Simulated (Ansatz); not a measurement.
```xyz
3

B     0.0000    0.0000   -0.4526
Ca    0.0000    0.0000    2.1193
O     0.0000    0.0000   -1.6666
```

Geometry: PBE0-D3(BJ)/pcseg-1.

These are results of isolated molecule in a Gaussian basis; Kohn-Sham density functional theory, functional PBE0 (Ansatz), not measurements.

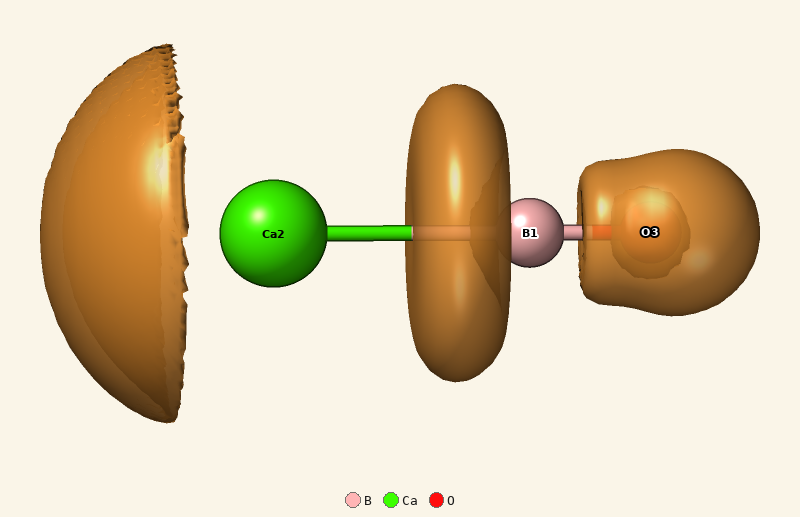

BCaO (doublet). Isosurface of the ELF at 0.75 (orange), seen from one side. Only the valence region is drawn (cores and ρ < 0.01 e/Å³ removed).

> Identify the bonds, lone pairs and shells in this picture.

At this value the surface marks out one lobe of the valence shell of B pointing towards Ca (polar bonds), one region on O in which the atom's valence shell and bonds are merged and one region wrapped around Ca (its valence shell). Along the contacts the grid gives the following. B–O (1.21 Å): the ELF peaks at about 0.85 between the atoms (a short, strongly polar bond). Ca–B (2.57 Å): the ELF peaks at about 1 in the valence shell of B, 0.8 Å from its nucleus, and is about 0.50 at the midpoint.
